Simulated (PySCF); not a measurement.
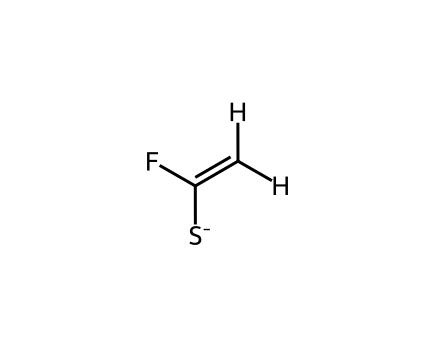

Source: calculation with PySCF.

2D structure. The species has charge −1 and is a spin singlet.

Write the SMILES.

C=C(F)[S-]

Give the formula, hydrogens included.

C2H2FS, charge -1.

An optimisation with PBE0-D3(BJ)/def2-SVP gave a structure of which point group?

Cs.
